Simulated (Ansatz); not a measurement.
**CH$_{6}$AlN···HBr: density, localisation and related maps**

Input

```
crystal:
  periodic: [false, false, false]
  atoms:
    - { symbol: Al, position_ang: [-1.4105, -1.0643, -0.2242] }
    - { symbol: Br, position_ang: [0.6118, -2.1115, -1.8739] }
    - { symbol: H, position_ang: [-2.3351, -0.113, -1.0008] }
    - { symbol: H, position_ang: [-1.9954, -2.1181, 0.7292] }
    - { symbol: H, position_ang: [0.9535, -0.7926, -0.417] }
    - { symbol: "N", position_ang: [0.4243, -0.0395, 0.5487] }
    - { symbol: C, position_ang: [0.6756, 1.3684, 0.267] }
    - { symbol: H, position_ang: [0.886, -0.3325, 1.4047] }
    - { symbol: H, position_ang: [0.2666, 1.9936, 1.0648] }
    - { symbol: H, position_ang: [0.1778, 1.6342, -0.6673] }
    - { symbol: H, position_ang: [1.7455, 1.5754, 0.1688] }
magnetization:
  spin_polarized: true
basis:
  gaussian: { orbitals: def2-SVP }
hamiltonian:
  xc: b3lyp
  dispersion: d4
relax:
  f_tol: 0.15
  max_steps: 25
  restrain:
    - { distance: [0, 5], at: 1.92, k: 30.0 }
    - { distance: [4, 1], at: 1.51, k: 30.0 }
    - { distance: [0, 1], at: 3.71, k: 30.0 }
    - { distance: [4, 5], at: 2.32, k: 30.0 }
output:
  orbitals: {}
```

Launched as:

```sh
ansatz run input.yaml --threads 4 --pin off --max-ram 5120MiB --backend cpu --events-out ev --progress --plain --runs-dir out
```

The fields are those of the run's last geometry, not of the input's.

Not at a stationary point (largest force 1.5 eV/Å).

All numbers below come from UKS B3LYP-D4/def2-SVP (Ansatz).

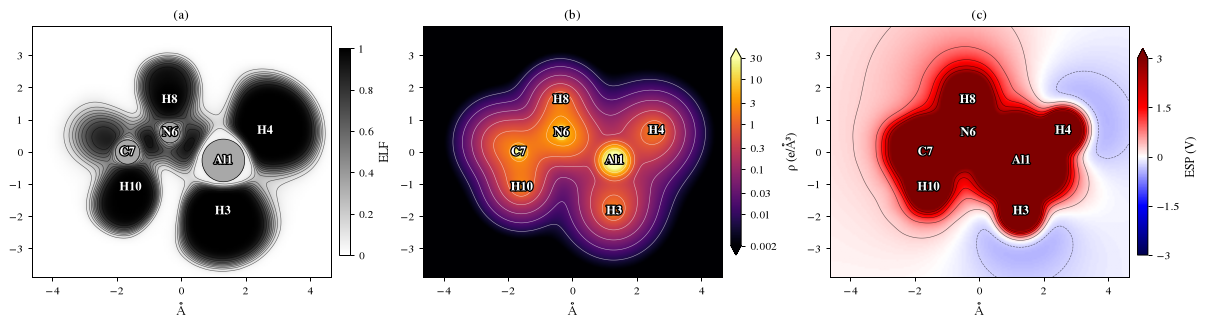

Figure 1. (a) electron localisation function; (b) electron density; (c) electrostatic potential on the plane of atoms H4, Al1 and N6. Grey discs cover the atomic cores in the ELF map.

> What does the map show?

The section cuts through Al, H, N and C sites.
C–N (1.45 Å): ρ at the midpoint is about 1.9 e/Å³; the ELF peaks at about 0.95 between the atoms, as expected for a shared electron pair.
Al–N (1.87 Å): ρ is about 0.7 e/Å³ halfway; the ELF peaks at about 0.90 in the valence shell of N, 0.7 Å from its nucleus, and is about 0.70 at the midpoint.
N–H (1.02 Å): the density is about 2.7 e/Å³ at the midpoint; the ELF climbs to about 1 towards the hydrogen, as it does in any bond to H (an ordinary covalent bond to hydrogen).
C–H (1.10 Å): the density is about 1.9 e/Å³ at the midpoint; the ELF climbs to about 1 towards the hydrogen (a covalent bond by its length).
Al–H (1.58 Å): ρ at the midpoint is about 0.54 e/Å³; the ELF climbs to about 1 towards the hydrogen.
Outside the dense part of the complex the potential is most negative (−0.4 V) near H3.

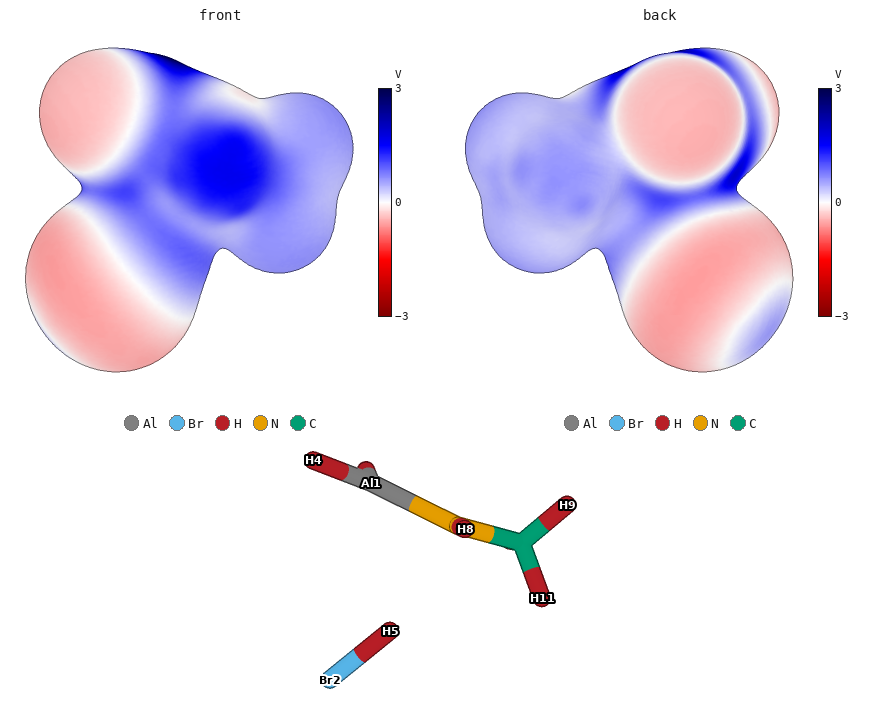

Figure 2. The molecular electrostatic potential painted on the density surface at 0.002 e/bohr³, seen from the front and from behind; the colour scale runs from red (negative) to blue (positive). The bare structure is drawn below in the same view.

> Describe the electrostatic potential map.

The most negative region (about −0.6 V) lies over Br2, the most positive (about +2.5 V) over Al1. Br2 shows a σ-hole: about +0.5 V at the tip opposite its bond, against about −0.5 V on its flanks.

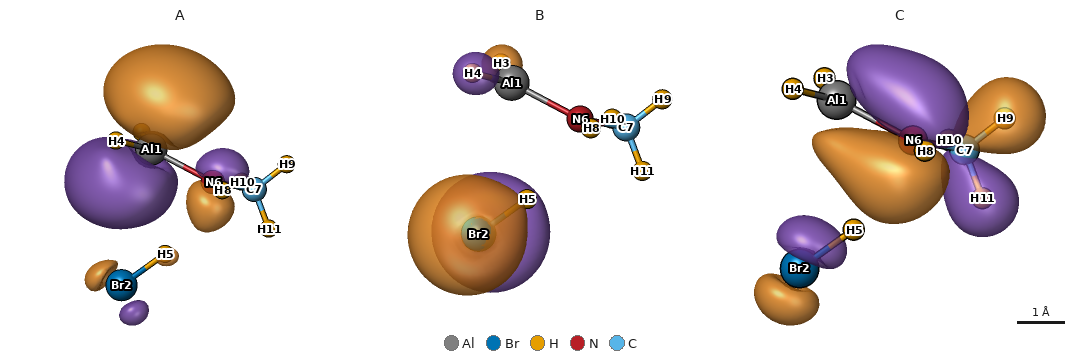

Figure 3. Three frontier orbitals at ±0.08 Å⁻³ᐟ² (orange and purple are the two phases), in no order.

> Order the three orbitals by energy and name them.

B is the HOMO−1 (−8.02 eV). By Hirshfeld shares it lies mainly on Br2 (about 95 %); largely a lone pair of Br2. C is the HOMO (−6.73 eV). By Hirshfeld shares it lies mainly on N6 (about 55 %) and C7 (about 10 %). A is the LUMO (−1.04 eV). Its weight (Hirshfeld) is mainly on Al1 (about 70 %) and N6 (about 10 %).

> What is the HOMO–LUMO gap?

5.69 eV between the orbital energies.
